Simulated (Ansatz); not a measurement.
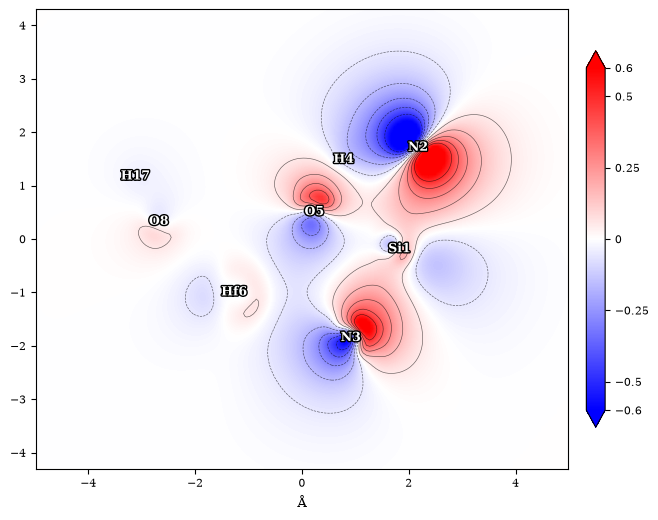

Figure 1: H10HfN2O4Si. The HOMO on the plane of atoms N2, Si1 and N3 (values in Å⁻³ᐟ²; the overall sign is arbitrary).

A transition-state structure; geometry: PBE0-D4/def2-TZVP; core potentials replace the inner electrons of Hf.

All numbers below come from RKS PBE0-D4/def2-TZVPP (Ansatz).

Input

```
crystal:
  periodic: [false, false, false]
  atoms:
    - {symbol: Si, position_ang: [-1.091103, 0.018942, -1.230075]}
    - {symbol: N, position_ang: [-0.182289, 0.544670, -2.845685]}
    - {symbol: N, position_ang: [-1.436963, -0.426652, 0.582729]}
    - {symbol: H, position_ang: [0.735898, 0.510034, -1.770881]}
    - {symbol: O, position_ang: [0.546235, 0.245526, -0.696302]}
    - {symbol: Hf, position_ang: [0.746224, -0.123067, 1.377415]}
    - {symbol: O, position_ang: [0.056028, 1.199586, 2.641675]}
    - {symbol: O, position_ang: [2.643356, 0.269363, 1.333984]}
    - {symbol: O, position_ang: [0.703511, -1.965971, 2.034007]}
    - {symbol: H, position_ang: [-1.521981, -1.303141, -1.766660]}
    - {symbol: H, position_ang: [-2.034963, 1.172356, -1.251583]}
    - {symbol: H, position_ang: [-0.104764, -0.140510, -3.584840]}
    - {symbol: H, position_ang: [-0.431544, 1.434769, -3.254917]}
    - {symbol: H, position_ang: [-2.100026, 0.184761, 1.045682]}
    - {symbol: H, position_ang: [-1.761738, -1.376103, 0.727683]}
    - {symbol: H, position_ang: [0.411315, 1.838121, 3.255202]}
    - {symbol: H, position_ang: [3.499795, 0.503732, 0.993206]}
    - {symbol: H, position_ang: [1.322908, -2.586416, 2.409361]}
basis:
  gaussian: {orbitals: def2-TZVPP}
hamiltonian: {xc: pbe0, dispersion: d4}
output: {orbitals: {seedname: orbitals}}
```

Launched as:

```sh
ansatz run in.yaml --threads 4 --pin off --events-out ev --progress --plain --max-ram 46080MiB --backend cuda --devices 0, --max-vram 37GiB
```

> Describe this orbital and give its energy.

By Hirshfeld shares it lies mainly on N2 (about 40 %), N3 (about 15 %), Si1 (about 10 %), H11 (about 5 %) and H10 (about 5 %). Its energy is −7.13 eV.
